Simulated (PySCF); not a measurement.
**C7H11BFP: density, localisation and related maps**

```yaml
atoms:
  - { symbol: C, position_ang: [-2.4202, -1.3211, -0.1635] }
  - { symbol: B, position_ang: [-1.8212, 0.0261, 0.3809] }
  - { symbol: C, position_ang: [-2.5105, 1.4159, 0.1340] }
  - { symbol: P, position_ang: [-0.2655, -0.0368, 1.4595] }
  - { symbol: C, position_ang: [0.9182, -1.0459, 0.5827] }
  - { symbol: C, position_ang: [1.9715, -0.3204, 0.1310] }
  - { symbol: C, position_ang: [3.1653, -0.8841, -0.5672] }
  - { symbol: C, position_ang: [1.8389, 1.0901, 0.3606] }
  - { symbol: C, position_ang: [0.6838, 1.4071, 0.9828] }
  - { symbol: F, position_ang: [0.3172, 2.6620, 1.3088] }
  - { symbol: H, position_ang: [-1.9804, -2.2137, 0.2760] }
  - { symbol: H, position_ang: [-2.2521, -1.3806, -1.2397] }
  - { symbol: H, position_ang: [-3.4992, -1.3751, -0.0266] }
  - { symbol: H, position_ang: [-3.5182, 1.3463, -0.2699] }
  - { symbol: H, position_ang: [-1.9207, 2.0046, -0.5709] }
  - { symbol: H, position_ang: [-2.5511, 2.0158, 1.0430] }
  - { symbol: H, position_ang: [0.8407, -2.1179, 0.5226] }
  - { symbol: H, position_ang: [3.0722, -1.9609, -0.6817] }
  - { symbol: H, position_ang: [3.2761, -0.4323, -1.5526] }
  - { symbol: H, position_ang: [4.0694, -0.6691, 0.0019] }
  - { symbol: H, position_ang: [2.5768, 1.8068, 0.0423] }
```

Geometry: GFN2-xTB.

Theory: PBE0/pcSseg-1, SCF density, gas phase, non-relativistic (PySCF).

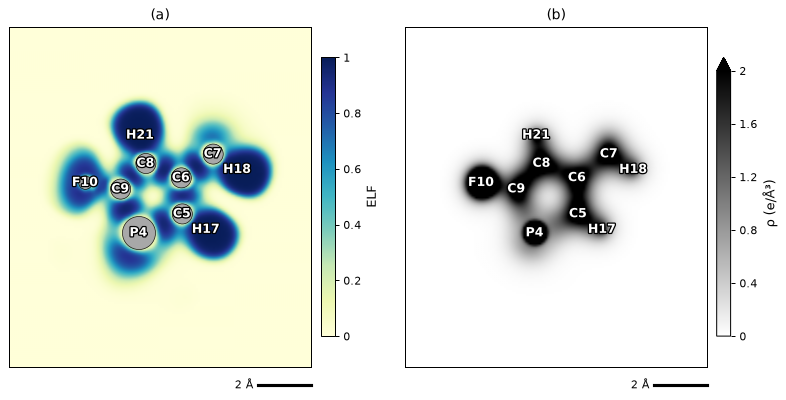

Figure 1. (a) ELF; (b) total electron density on the plane of atoms C8, C9 and F10. Grey discs cover the atomic cores in the ELF map.

### What do the fields say about this system?

Atoms in the plane: P, C, F and H. C–F (1.35 Å): ρ is about 2.3 e/Å³ halfway, with its minimum of 1.7 e/Å³ about 0.5 Å from C; the ELF peaks at about 0.85 between the atoms (a shared but strongly polarised pair). C–C (1.35 Å): the density is about 2.2 e/Å³ at the midpoint; the ELF peaks at about 0.95 between the atoms; localised, covalent bonding. C–P (1.79 Å): ρ is about 1.2 e/Å³ halfway; the ELF peaks at about 0.95 between the atoms, as expected for a covalent bond. C–H (1.08 Å): the density is about 2 e/Å³ at the midpoint; the ELF climbs to about 1 towards the hydrogen, as it does in any bond to H; a covalent bond by its length. C–C (1.44 Å): ρ is about 1.9 e/Å³ halfway; the ELF peaks at about 0.95 between the atoms; localised, covalent bonding. The ELF also peaks beside F10, away from the bonds: lone-pair regions.

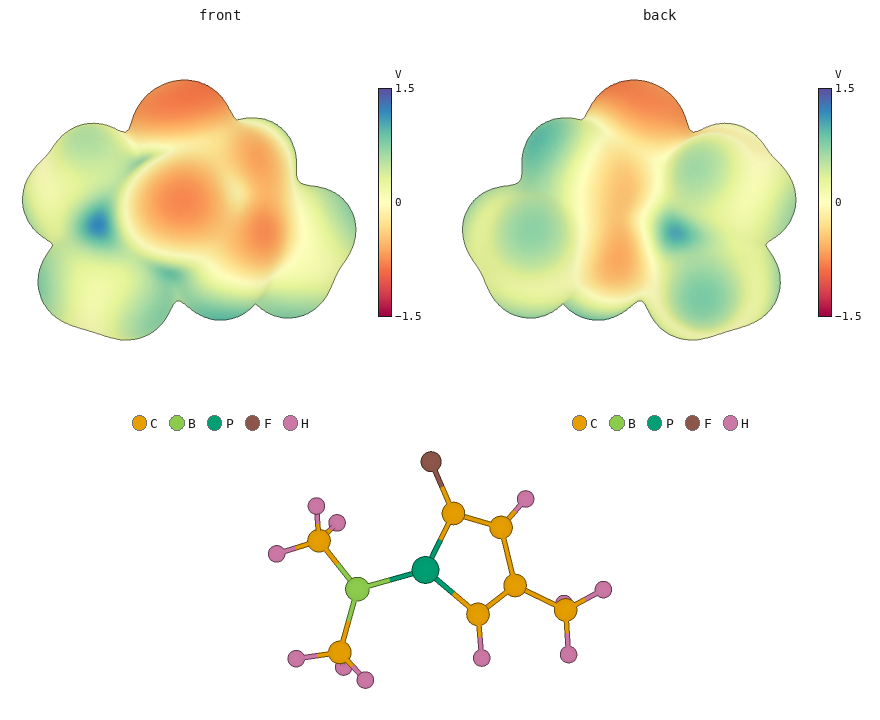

Figure 2. The molecular electrostatic potential painted on the density surface at 0.002 e/bohr³, seen from the front and from behind; the colour scale runs from red (negative) to blue (positive). The bare structure is drawn below in the same view.

### Which sites attract a positive test charge, and which a negative one?

A positive charge is drawn to the negative regions and a negative charge to the positive ones. The most negative region (about −0.8 V) lies over F10, the most positive (about +1.0 V) over B2.

### How polar is the molecule by this calculation?

Its dipole moment is 2.01 D.
